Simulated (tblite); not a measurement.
**Geometry relaxation of C2H14N2Si3 (part 1 of 2)**

C2H14N2Si3, SMILES C[C@H]([SiH3])[SiH2][SiH](N)N, computed with GFN2-xTB geometry optimisation, gas phase (tblite 0.8.0).

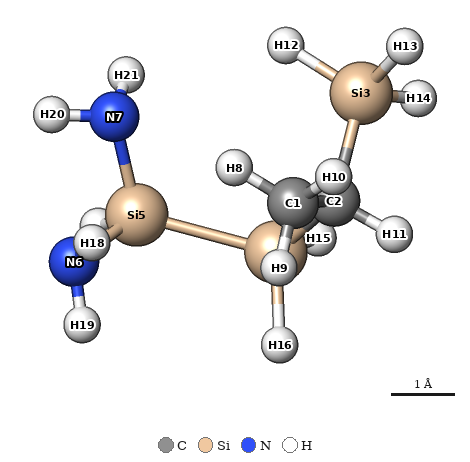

*The input geometry (ball-and-stick view, seen at a tilt; atoms are numbered from 1 in the order of the input).*

## The input
```
{"job": {"xc": "GFN2-xTB", "basis": "xTB", "kind": "relax"}, "charge": 0, "multiplicity": 1}
C      0.173000     0.410600     1.973300
C      0.883800    -0.668100     1.163600
Si     2.471900    -0.115800     0.321900
Si    -0.120100    -1.514700    -0.170800
Si    -1.276300    -0.041200    -1.516400
N     -2.680100     0.613300    -0.847600
N     -0.535000     1.459900    -1.764800
H     -0.109400     1.279400     1.361100
H     -0.745800     0.018800     2.434600
H      0.797800     0.789900     2.786900
H      1.180200    -1.453100     1.886200
H      2.204600     0.769000    -0.842400
H      3.305900     0.622900     1.300800
H      3.244600    -1.286500    -0.156000
H      0.719900    -2.435500    -0.971600
H     -1.135900    -2.377500     0.526300
H     -1.625600    -0.588700    -2.838100
H     -2.417100     1.185500    -0.048500
H     -3.278000    -0.118500    -0.478600
H     -1.242700     2.076200    -2.140600
H      0.175600     1.391000    -2.477400
```

The first line tells a small driver script what to run in tblite; the rest is the geometry in Å.

Command:
```bash
OMP_NUM_THREADS=1 python <driver script> task.json out
```

## The program's output
```
step      E/eV     max force
  0    -610.68671    2.119
  1    -610.81548    0.978
  2    -610.85948    0.575
  3    -610.92147    0.440
  4    -610.96489    0.581
  5    -611.01402    0.438
  6    -611.03840    0.269
  7    -611.04891    0.218
  8    -611.05598    0.254
  9    -611.06494    0.229
 10    -611.07392    0.250
 11    -611.08350    0.262
 12    -611.09266    0.238
 13    -611.10117    0.191
 14    -611.10754    0.144
 15    -611.11153    0.133
 16    -611.11451    0.149
 17    -611.11748    0.138
 18    -611.12107    0.148
 19    -611.12560    0.176
 20    -611.13050    0.225
 21    -611.13492    0.203
 22    -611.13845    0.111
 23    -611.14101    0.093
 24    -611.14305    0.115
 25    -611.14509    0.161
 26    -611.14746    0.162
 27    -611.15019    0.146
 28    -611.15256    0.120
 29    -611.15406    0.084
 30    -611.15512    0.087
 31    -611.15635    0.091
 32    -611.15785    0.120
 33    -611.15911    0.097
 34    -611.15984    0.045
 35    -611.16032    0.050
 36    -611.16081    0.062
 37    -611.16134    0.073
 38    -611.16178    0.051
 39    -611.16212    0.041
 40    -611.16247    0.043
 41    -611.16285    0.052
 42    -611.16322    0.053
 43    -611.16352    0.040
 44    -611.16352    0.040
 45    -611.16365    0.031
 46    -611.16399    0.021
 47    -611.16404    0.020
 48    -611.16431    0.022
 49    -611.16443    0.028
 50    -611.16457    0.028
 51    -611.16470    0.026
 52    -611.16487    0.027
 53    -611.16509    0.039
 54    -611.16534    0.045
 55    -611.16555    0.037
 56    -611.16571    0.032
 57    -611.16585    0.035
 58    -611.16602    0.050
 59    -611.16621    0.052
 60    -611.16637    0.037
 61    -611.16648    0.025
 62    -611.16658    0.026
 63    -611.16669    0.028
 64    -611.16682    0.034
 65    -611.16695    0.034
 66    -611.16706    0.027
 67    -611.16714    0.019
 68    -611.16720    0.017
 69    -611.16725    0.015
 70    -611.16731    0.019
 71    -611.16737    0.022
 72    -611.16744    0.021
 73    -611.16752    0.020
 74    -611.16759    0.020
 75    -611.16765    0.019
 76    -611.16770    0.021
 77    -611.16775    0.017
 78    -611.16779    0.013
 79    -611.16783    0.013
 80    -611.16787    0.014
 81    -611.16793    0.020
 82    -611.16800    0.020
 83    -611.16809    0.022
 84    -611.16816    0.021
 85    -611.16822    0.018
 86    -611.16829    0.017
 87    -611.16837    0.022
 88    -611.16844    0.021
 89    -611.16849    0.015
 90    -611.16853    0.015
 91    -611.16857    0.018
 92    -611.16862    0.021
 93    -611.16867    0.016
 94    -611.16870    0.009
 95    -611.16872    0.010
 96    -611.16873    0.011
 97    -611.16876    0.015
 98    -611.16880    0.013
 99    -611.16883    0.015
100    -611.16886    0.013
101    -611.16888    0.011
102    -611.16891    0.013
103    -611.16894    0.015
104    -611.16897    0.014
105    -611.16900    0.010
106    -611.16901    0.009
107    -611.16903    0.011
108    -611.16906    0.016
109    -611.16909    0.016
110    -611.16912    0.011
111    -611.16914    0.009
112    -611.16915    0.009
113    -611.16917    0.012
114    -611.16919    0.016
115    -611.16922    0.013
116    -611.16923    0.008
117    -611.16924    0.009
118    -611.16926    0.011
119    -611.16928    0.013
120    -611.16931    0.012
121    -611.16933    0.011
122    -611.16935    0.010
123    -611.16937    0.012
124    -611.16939    0.014
125    -611.16940    0.009
126    -611.16941    0.007
127    -611.16942    0.008
128    -611.16943    0.013
129    -611.16945    0.017
130    -611.16947    0.015
131    -611.16949    0.008
132    -611.16950    0.008
133    -611.16951    0.009
134    -611.16953    0.010
135    -611.16954    0.008
136    -611.16955    0.005
137    -611.16956    0.005
138    -611.16956    0.005
139    -611.16957    0.005
140    -611.16957    0.005
141    -611.16958    0.008
142    -611.16959    0.009
143    -611.16960    0.007
144    -611.16961    0.007
145    -611.16962    0.008
146    -611.16963    0.012
147    -611.16964    0.013
148    -611.16965    0.008
149    -611.16966    0.007
150    -611.16967    0.007
151    -611.16968    0.012
152    -611.16970    0.015
153    -611.16972    0.012
154    -611.16973    0.011
155    -611.16974    0.006
156    -611.16975    0.008
157    -611.16976    0.010
158    -611.16978    0.010
159    -611.16980    0.011
160    -611.16981    0.008
161    -611.16982    0.008
162    -611.16984    0.008
163    -611.16985    0.006
164    -611.16985    0.005
165    -611.16986    0.007
166    -611.16987    0.009
167    -611.16988    0.007
168    -611.16989    0.006
169    -611.16990    0.005
170    -611.16990    0.005
171    -611.16990    0.006
172    -611.16991    0.005
173    -611.16991    0.004
174    -611.16991    0.005
175    -611.16991    0.005
176    -611.16992    0.006
177    -611.16992    0.005
178    -611.16992    0.003
```

## Trajectory as extended XYZ (Å, eV, eV/Å), 12 frames, from step=0 to step=178
```
21
Properties=species:S:1:pos:R:3:forces:R:3 step=0 energy=-610.68671
C     0.1730    0.4106    1.9733   -0.4090   0.3260  -0.0070
C     0.8838   -0.6681    1.1636    0.4320  -0.3130   0.7980
Si    2.4719   -0.1158    0.3219    0.8220   0.6050  -0.2220
Si   -0.1201   -1.5147   -0.1708   -1.0050  -0.4240  -0.5120
Si   -1.2763   -0.0412   -1.5164    0.8800  -1.8500  -0.5430
N    -2.6801    0.6133   -0.8476   -1.5110  -0.1660   1.4170
N    -0.5350    1.4599   -1.7648    0.9580   1.0740  -0.8350
H    -0.1094    1.2794    1.3611    0.1180  -0.3300   0.0300
H    -0.7458    0.0188    2.4346    0.2150   0.0480  -0.1590
H     0.7978    0.7899    2.7869    0.0410  -0.1180  -0.1440
H     1.1802   -1.4531    1.8862   -0.0650   0.1770  -0.1680
H     2.2046    0.7690   -0.8424    0.0500  -0.2180   0.3250
H     3.3059    0.6229    1.3008   -0.1120  -0.1230  -0.1800
H     3.2446   -1.2865   -0.1560   -0.1820   0.2000   0.1220
H     0.7199   -2.4355   -0.9716   -0.0780   0.0730   0.2160
H    -1.1359   -2.3775    0.5263    0.2500   0.1200  -0.1560
H    -1.6256   -0.5887   -2.8381   -0.2330  -0.2690   0.0190
H    -2.4171    1.1855   -0.0485   -0.3530   0.1350  -0.1780
H    -3.2780   -0.1185   -0.4786   -0.3080   0.3000  -0.0790
H    -1.2427    2.0762   -2.1406    0.1320   0.4220   0.1070
H     0.1756    1.3910   -2.4774    0.3570   0.3300   0.1480
21
Properties=species:S:1:pos:R:3:forces:R:3 step=16 energy=-611.11451
C     0.1924    0.3801    1.9215   -0.0170   0.0420   0.0040
C     0.9381   -0.7085    1.1524   -0.0380   0.0110  -0.0040
Si    2.5420   -0.0689    0.3644    0.0510   0.0370  -0.0050
Si   -0.1613   -1.5154   -0.1917   -0.0810  -0.0340  -0.0480
Si   -1.3249   -0.0348   -1.5533    0.0310  -0.0970   0.0200
N    -2.7722    0.5599   -0.7992    0.0550  -0.0230  -0.0210
N    -0.4961    1.4521   -1.8715    0.0040  -0.0800   0.1260
H    -0.0752    1.2029    1.2613   -0.0090   0.0060  -0.0350
H    -0.7246   -0.0042    2.3714    0.0230  -0.0310  -0.0330
H     0.8065    0.7872    2.7254    0.0180  -0.0130  -0.0120
H     1.2104   -1.4930    1.8656    0.0130  -0.0070   0.0050
H     2.2316    0.8235   -0.7550    0.0210   0.0140  -0.0060
H     3.3663    0.6731    1.3219    0.0050  -0.0050   0.0630
H     3.2912   -1.2310   -0.1162    0.0580   0.0150  -0.0270
H     0.6976   -2.4897   -0.8915   -0.0380   0.0460  -0.0370
H    -1.1339   -2.3811    0.5259    0.0250   0.0830  -0.0170
H    -1.8374   -0.7237   -2.7617    0.0090   0.0710   0.0470
H    -2.6331    1.2403   -0.0681   -0.0650   0.0230   0.0050
H    -3.4034   -0.1497   -0.4663   -0.0980   0.0260   0.0170
H    -1.0624    2.2550   -2.1016    0.0460  -0.0750  -0.0390
H     0.3394    1.4431   -2.4314   -0.0140  -0.0080  -0.0030
21
Properties=species:S:1:pos:R:3:forces:R:3 step=32 energy=-611.15785
C     0.2123    0.3718    1.8595   -0.0220   0.0310   0.0100
C     0.9785   -0.7161    1.1003   -0.0400   0.0780   0.0820
Si    2.6033   -0.0360    0.3813   -0.0250   0.0110   0.0120
Si   -0.1737   -1.5250   -0.2009   -0.0210   0.0470   0.0200
Si   -1.3963   -0.0587   -1.5024   -0.0060  -0.0340  -0.0620
N    -2.8503    0.5734   -0.8006    0.0020   0.0040  -0.0140
N    -0.4734    1.3776   -1.7826   -0.0020   0.0120   0.0550
H    -0.0693    1.1805    1.1853    0.0160  -0.0250   0.0200
H    -0.7013   -0.0289    2.3053    0.0610   0.0070  -0.0310
H     0.8122    0.8002    2.6656   -0.0110  -0.0460  -0.0680
H     1.2525   -1.4899    1.8275   -0.0100  -0.0100  -0.0470
H     2.3285    0.9070   -0.7056    0.0130   0.0170   0.0130
H     3.3627    0.6556    1.4316   -0.0130  -0.0080  -0.0120
H     3.4182   -1.1393   -0.1312    0.0030  -0.0210  -0.0130
H     0.6329   -2.4903   -0.9620    0.0150  -0.0290  -0.0200
H    -1.1321   -2.3470    0.5715    0.0170  -0.0520   0.0260
H    -1.9118   -0.6903   -2.7392    0.0000   0.0010   0.0490
H    -2.7659    1.2871   -0.0948    0.0480   0.0300   0.0090
H    -3.5400   -0.0953   -0.5018   -0.0390  -0.0280  -0.0140
H    -0.9782    2.1898   -2.1004   -0.0070   0.0100  -0.0270
H     0.3825    1.2908   -2.3043    0.0200   0.0050   0.0100
21
Properties=species:S:1:pos:R:3:forces:R:3 step=48 energy=-611.16431
C     0.2139    0.3799    1.8472    0.0050  -0.0080  -0.0040
C     0.9743   -0.7067    1.0854    0.0020  -0.0060  -0.0050
Si    2.6046   -0.0281    0.3793   -0.0010   0.0000  -0.0030
Si   -0.1830   -1.5330   -0.2005   -0.0110  -0.0050  -0.0050
Si   -1.4134   -0.0700   -1.4992    0.0110  -0.0120  -0.0030
N    -2.8615    0.5847   -0.8072   -0.0080  -0.0100   0.0030
N    -0.4791    1.3644   -1.7563    0.0020   0.0020  -0.0060
H    -0.0691    1.1876    1.1741    0.0010   0.0000   0.0190
H    -0.6938   -0.0220    2.2990    0.0020   0.0080  -0.0060
H     0.8246    0.8007    2.6462   -0.0090   0.0150  -0.0100
H     1.2502   -1.4860    1.8051    0.0020   0.0020   0.0090
H     2.3569    0.9459   -0.6878   -0.0020  -0.0070   0.0110
H     3.3553    0.6407    1.4505    0.0030  -0.0110  -0.0110
H     3.4160   -1.1305   -0.1454   -0.0180   0.0110  -0.0060
H     0.6239   -2.4897   -0.9786    0.0040   0.0120   0.0090
H    -1.0998   -2.3850    0.5945    0.0110   0.0060  -0.0180
H    -1.9288   -0.7027   -2.7331    0.0010   0.0050   0.0210
H    -2.7586    1.2913   -0.0958    0.0020  -0.0090   0.0000
H    -3.5769   -0.0660   -0.5264    0.0030   0.0150  -0.0090
H    -0.9683    2.1688   -2.1175   -0.0010  -0.0060  -0.0050
H     0.4039    1.2724   -2.2314    0.0010  -0.0010   0.0190
21
Properties=species:S:1:pos:R:3:forces:R:3 step=64 energy=-611.16682
C     0.2099    0.3901    1.8485    0.0000  -0.0060  -0.0050
C     0.9696   -0.7031    1.0946   -0.0040   0.0100   0.0090
Si    2.5975   -0.0334    0.3733   -0.0200  -0.0060   0.0050
Si   -0.1767   -1.5335   -0.1997    0.0250   0.0040   0.0220
Si   -1.4101   -0.0721   -1.4925   -0.0040  -0.0040   0.0080
N    -2.8574    0.5873   -0.8059   -0.0140   0.0080   0.0080
N    -0.4815    1.3646   -1.7493    0.0040   0.0020  -0.0070
H    -0.0751    1.1922    1.1694    0.0010  -0.0040   0.0140
H    -0.6972   -0.0091    2.3043    0.0050   0.0090  -0.0070
H     0.8191    0.8207    2.6440   -0.0030  -0.0050  -0.0210
H     1.2435   -1.4775    1.8207    0.0020   0.0070  -0.0100
H     2.3351    0.9605   -0.6716    0.0070   0.0040   0.0070
H     3.3840    0.6082    1.4345    0.0000  -0.0110  -0.0020
H     3.3764   -1.1375   -0.1934   -0.0020   0.0060  -0.0010
H     0.6587   -2.4687   -0.9729   -0.0080  -0.0040  -0.0100
H    -1.0918   -2.4064    0.5705    0.0060  -0.0030   0.0100
H    -1.9327   -0.7150   -2.7153    0.0030   0.0020  -0.0230
H    -2.7524    1.2719   -0.0740   -0.0020   0.0090   0.0100
H    -3.5948   -0.0513   -0.5581   -0.0020  -0.0100  -0.0070
H    -0.9614    2.1532   -2.1543   -0.0050   0.0040   0.0000
H     0.4283    1.2756   -2.1704    0.0090  -0.0100   0.0010
```
